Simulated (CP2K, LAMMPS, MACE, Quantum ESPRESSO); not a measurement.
# Pressure against volume in glassy 84SiO2-16BaO (mol %) (71 atoms), MACE MPA-0 medium

Density of this cell: 2.98 g/cm³. The cell holds 71 atoms: 21 Si, 4 Ba and 46 O. Its edges and angles: a = 10.145 Å, b = 10.145 Å, c = 10.145 Å, α = 90.0°, β = 90.0°, γ = 90.0°. 71 atoms (21 Si, 4 Ba, 46 O) placed at random at 2.83 g/cm³, melted at 4000 K for 10 ps at fixed volume with the Morse and Coulomb pair potential with partial charges (Pedone, Malavasi, Menziani, Cormack and Segre, J. Phys. Chem. B 110, 11780 (2006)). Quenched from 4000 K to 300 K at 200 K/ps and fixed volume, held 10 ps at zero pressure, then minimised at fixed cell. Then the atoms were relaxed with MACE MPA-0 medium in the fixed cell. Then the atoms were relaxed with CP2K double zeta, PBE.

Calculated with MACE MPA-0 medium: MACE MPA-0 medium, trained on PBE(+U) plane-wave data, no dispersion term. The unchanged cell has V0 = 14.707 Å³ an atom and P0 = 0.457 GPa. It is scaled evenly, and CP2K double zeta, PBE relaxes the atoms at each volume before the single point.

```
volume (Å³/atom)  pressure (GPa)
          13.825               ?
          14.266           2.097
          15.149         -0.8648
          15.590          -2.164
```

Task: Fit a second-order expansion in ln V to the rows given and extrapolate to the withheld row.

**Working.**

To second order in u = ln(V/V0), P = P0 − B u + ½ B B′ u², with B the bulk modulus at V0 and B′ its pressure derivative. So v = (P − P0)/u is a line in u, with intercept −B and slope ½ B B′.

| u | v (GPa) |
| --- | --- |
| -0.0304592 | -53.8327 |
| 0.0295588 | -44.7278 |
| 0.0582689 | -44.9897 |

With n = 3: mean u = 0.0191228, mean v = -47.8500, Σ(u − ū)² = 0.0040997, Σ(u − ū)(v − v̄) = 0.44119. Slope b = 0.44119 / 0.0040997 = 107.61; intercept a = v̄ − b ū = -49.908.

So B = 49.9 GPa and B′ = 2b/B = 4.3. At the withheld volume u = -0.06188, v = a + b u = -56.57 GPa, and P = P0 + u v.

Prediction at 13.825: 3.957 GPa. The run gave 3.979 GPa, so the fit is low by 0.022 GPa (0.55 % of the value).

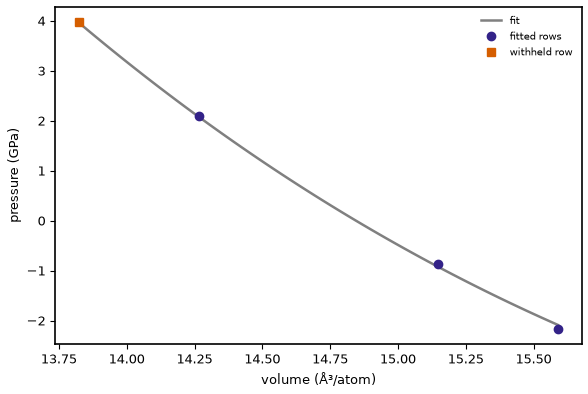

The fit, the rows that it rests on and the withheld row.

B′ = 4.3 rests on three points. Among the rows given, the largest miss of the fit is at 15.590, by 0.079 GPa (1.3 % of the range of the table).

Limits: Static cells at zero temperature, with the cell shape held. The atoms follow CP2K double zeta, PBE, not this level's own minimum.

[Logs are printed without paths, hosts, clocks, repeated set-up lines and the standing remarks that a program may print on its own settings, such as how far it seeks lower states.]

[Hosts, paths, dates, database ids (printed as entryN), source tags and the programs' standing remarks are cut or masked in the printed files.]
